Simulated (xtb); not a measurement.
Run report: C3H5GaO, frequency calculation (part 2 of 2)

The same run, continued: C3H5GaO; GFN2-xTB (xtb 6.7.1 later snapshot). The geometry was optimised with GFN2-xTB. The settings are looser than a standard set-up, so the numbers are not reference values.

Log, continued
```
 ---------------------------------------------------------------------------
     1   8      2.182 --     2      1.126     6      0.874     3      0.156
     2   6      3.927 --     3      2.635     1      1.126
     3   6      3.967 --     2      2.635     4      1.046     1      0.156
     4   6      3.976 --     3      1.046     7      0.906     8      0.906
                             5      0.871     9      0.104    10      0.103
     5  31      2.734 --     4      0.871     9      0.787    10      0.781
     6   1      0.906 --     1      0.874
     7   1      0.994 --     4      0.906
     8   1      0.994 --     4      0.906
     9   1      0.991 --     5      0.787     4      0.104
    10   1      0.991 --     5      0.781     4      0.103
 ---------------------------------------------------------------------------

Topologies differ in total number of bonds
Writing topology from bond orders to xtbtopo.mol

molecular dipole:
                 x           y           z       tot (Debye)
 q only:       -0.033      -0.030       0.147
Molecule has the following symmetry elements: (sigma)
It seems to be the Cs point group
   full:       -0.032       0.102       0.167       0.505
molecular quadrupole (traceless):
                xx          xy          yy          xz          yz          zz
 q only:        0.618      -1.681      -2.761      -0.041       6.829       2.143
  q+dip:       -0.644      -2.222      -3.719      -0.759       9.290       4.362
   full:        3.718      -2.503      -5.023       1.036       9.479       1.305

           -------------------------------------------------
          |               Frequency Printout                |
           -------------------------------------------------
 projected vibrational frequencies (cm⁻¹)
eigval :       -0.00    -0.00    -0.00    -0.00     0.00     0.00
eigval :       54.19    97.15   138.58   171.37   234.33   259.97
eigval :      299.91   352.93   390.65   519.73   590.55   695.75
eigval :      792.81  1056.27  1057.76  1159.11  1256.93  1401.70
eigval :     1514.16  1575.77  2423.66  2862.34  2879.11  3498.06
 reduced masses (amu)
    1:      3.04    2:      9.79    3:     13.67    4:      8.13    5:     11.71    6:      9.97
    7:      5.62    8:      1.02    9:      1.46   10:      2.27   11:      5.10   12:      4.82
   13:      7.50   14:      1.46   15:      1.05   16:      3.48   17:      1.29   18:      1.03
   19:      5.20   20:      1.20   21:      1.20   22:      1.26   23:      5.58   24:      1.13
   25:      1.02   26:      1.02   27:     11.57   28:      1.10   29:      1.05   30:      1.07
 IR intensities (km·mol⁻¹)
    1:      0.14    2:      0.01    3:      0.00    4:      0.02    5:      0.01    6:      0.01
    7:      1.36    8:      3.80    9:     92.15   10:     68.76   11:     12.25   12:     12.96
   13:      0.45   14:     82.05   15:    112.92   16:     52.59   17:    145.60   18:    449.25
   19:      4.41   20:      2.08   21:      2.09   22:    287.33   23:    218.68   24:      3.23
   25:    464.68   26:    741.80   27:    194.23   28:     22.21   29:     27.20   30:     22.10
 Raman intensities (Ä⁴*amu⁻¹)
    1:      0.00    2:      0.00    3:      0.00    4:      0.00    5:      0.00    6:      0.00
    7:      0.00    8:      0.00    9:      0.00   10:      0.00   11:      0.00   12:      0.00
   13:      0.00   14:      0.00   15:      0.00   16:      0.00   17:      0.00   18:      0.00
   19:      0.00   20:      0.00   21:      0.00   22:      0.00   23:      0.00   24:      0.00
   25:      0.00   26:      0.00   27:      0.00   28:      0.00   29:      0.00   30:      0.00
 output can be read by thermo (or use thermo option).
 writing <g98.out> molden fake output.
 recommended (thermochemical) frequency scaling factor: 1.0
           -------------------------------------------------
          |             Thermodynamic Functions             |
           -------------------------------------------------

cs  symmetry found (for desy threshold:  0.10E+00) used in thermo

          ...................................................
          :                      SETUP                      :
          :.................................................:
          :  # frequencies                          24      :
          :  # imaginary freq.                       0      :
          :  linear?                             false      :
          :  only rotor calc.                    false      :
          :  symmetry                               cs      :
          :  rotational number                       1      :
          :  scaling factor                  1.0000000      :
          :  rotor cutoff                   50.0000000 cm⁻¹ :
          :  imag. cutoff                  -20.0000000 cm⁻¹ :
          :.................................................:

    mode    ω/cm⁻¹     T·S(HO)/kcal·mol⁻¹    T·S(FR)/kcal·mol⁻¹   T·S(vib)
   ------------------------------------------------------------------------
       1     54.19    -1.38882 ( 57.99%)    -1.03240 ( 42.01%)    -1.23908
       2     97.15    -1.04672 ( 93.44%)    -0.85962 (  6.56%)    -1.03445
       3    138.58    -0.84179 ( 98.33%)    -0.75444 (  1.67%)    -0.84033
       4    171.37    -0.72163 ( 99.28%)    -0.69154 (  0.72%)    -0.72141
       5    234.33    -0.55024 ( 99.79%)    -0.59887 (  0.21%)    -0.55034
       6    259.97    -0.49552 ( 99.86%)    -0.56813 (  0.14%)    -0.49562
       7    299.91    -0.42259 ( 99.92%)    -0.52579 (  0.08%)    -0.42267
   ------------------------------------------------------------------------

   temp. (K)  partition function   enthalpy   heat capacity  entropy
                                   cal/mol     cal/K/mol   cal/K/mol   J/K/mol
 298.15  VIB   206.                 3509.525     20.523     21.810
         ROT  0.241E+06              888.727      2.981     27.604
         INT  0.495E+08             4398.253     23.504     49.414
         TR   0.437E+26             1481.212      4.968     40.426
         TOT                        5879.4652    28.4716    89.8393   375.8876

       T/K    H(0)-H(T)+PV         H(T)/Eh          T*S/Eh         G(T)/Eh
   ------------------------------------------------------------------------
    298.15    0.936952E-02    0.669680E-01    0.426855E-01    0.242824E-01
   ------------------------------------------------------------------------

         :::::::::::::::::::::::::::::::::::::::::::::::::::::
         ::                  THERMODYNAMIC                  ::
         :::::::::::::::::::::::::::::::::::::::::::::::::::::
         :: total free energy         -14.095352808445 Eh   ::
         ::.................................................::
         :: total energy              -14.119635223954 Eh   ::
         :: zero point energy           0.057598434085 Eh   ::
         :: G(RRHO) w/o ZPVE           -0.033316018576 Eh   ::
         :: G(RRHO) contrib.            0.024282415508 Eh   ::
         :::::::::::::::::::::::::::::::::::::::::::::::::::::

           -------------------------------------------------
          | TOTAL ENERGY              -14.119635223954 Eh   |
          | TOTAL ENTHALPY            -14.052667265743 Eh   |
          | TOTAL FREE ENERGY         -14.095352808445 Eh   |
          | GRADIENT NORM               0.000046388589 Eh/α |
          | HOMO-LUMO GAP               4.222466611306 eV   |
           -------------------------------------------------

------------------------------------------------------------------------
------------------------------------------------------------------------
 total:
 *  cpu-time:     0 d,  0 h,  0 min,  0.359 sec
 * ratio c/w:     1.000 speedup
 SCF:
 *  cpu-time:     0 d,  0 h,  0 min,  0.007 sec
 * ratio c/w:     1.000 speedup
 analytical hessian:
 *  cpu-time:     0 d,  0 h,  0 min,  0.341 sec
 * ratio c/w:     1.000 speedup
```

File vibspectrum
```
$vibrational spectrum
#  mode     symmetry     wave number   IR intensity    selection rules
#                         cm**(-1)      (km*mol⁻¹)        IR
     1                      -0.00         0.00000          -
     2                      -0.00         0.00000          -
     3                      -0.00         0.00000          -
     4                      -0.00         0.00000          -
     5                       0.00         0.00000          -
     6                       0.00         0.00000          -
     7        a             54.19         1.35539         YES
     8        a             97.15         3.80001         YES
     9        a            138.58        92.15113         YES
    10        a            171.37        68.76007         YES
    11        a            234.33        12.24896         YES
    12        a            259.97        12.96454         YES
    13        a            299.91         0.44931         YES
    14        a            352.93        82.04861         YES
    15        a            390.65       112.91638         YES
    16        a            519.73        52.59057         YES
    17        a            590.55       145.60242         YES
    18        a            695.75       449.24890         YES
    19        a            792.81         4.41374         YES
    20        a           1056.27         2.07997         YES
    21        a           1057.76         2.08767         YES
    22        a           1159.11       287.33145         YES
    23        a           1256.93       218.68326         YES
    24        a           1401.70         3.22874         YES
    25        a           1514.16       464.67904         YES
    26        a           1575.77       741.79675         YES
    27        a           2423.66       194.22719         YES
    28        a           2862.34        22.21287         YES
    29        a           2879.11        27.20094         YES
    30        a           3498.06        22.09607         YES
$end
```

Standard error
```
normal termination of xtb
```

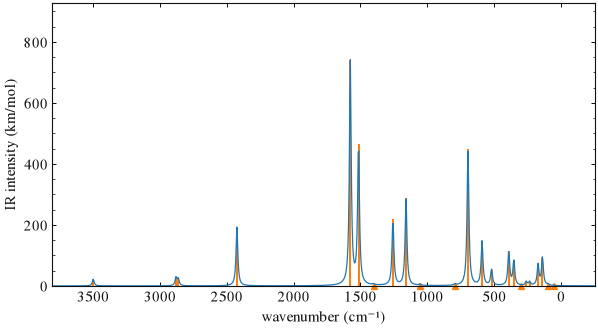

Figure 1. Harmonic infrared spectrum, unscaled: sticks (degenerate modes added up, dark ones marked on the axis) with a Lorentzian envelope of 16 cm⁻¹ full width, scaled to the tallest stick. 24 modes from 54 to 3498 cm⁻¹, none imaginary. The strongest line is at 1576 cm⁻¹ (742 km/mol).

This output came from the following input.

The input (coord)
```
$coord
     -1.307784964547     -1.302739395795      5.543076949581  o
     -0.756873107435     -1.198672178111      3.129726613083  c
     -0.264278198529     -1.393446249777      0.920731259701  c
      0.337372805029     -1.460096890192     -1.748544685855  c
      0.724917838668      2.243123807192     -2.809436932220  ga
     -1.396847756801      0.372653991776      6.253670664224  h
     -1.178244238704     -2.392109814858     -2.815370672251  h
      2.089111128035     -2.522179664016     -2.075996428730  h
      0.355948812835      4.446827927424     -0.816626247496  h
      1.396620989666      3.206600671832     -5.581192725515  h
$end
```

File xcontrol
```
$hess
   step=0.05
$end
```

Launch command:
```bash
xtb coord --hess --input xcontrol --gfn 2 -P 1 > xtb.out 2> xtb.err
```

Key numbers

| quantity | value |
| --- | --- |
| outcome | converged |
| electrons treated | 26 |
| total energy | −14.119635 hartree |
| dispersion energy | −0.005335 hartree |
| basis functions | 31 |
| HOMO | −10.30 eV |
| LUMO | −6.08 eV |
| zero-point energy | 0.057598 hartree |
| dipole moment | 0.50 D |
| wavenumbers, lowest and highest | 54 and 3498 cm⁻¹ |
| hardware | 1 thread of Arm Neoverse N1, 16 GiB of memory available, shared host |
| peak memory | 0.074 GiB |

Remarks

Settings chosen away from the usual ones: method = gfn2-xtb; task = frequencies; x = {"hess_step": 0.05}; geo = {"prev": "A"}. These settings are looser than, or depart from, a standard set-up, so the numbers are not reference values for this system.
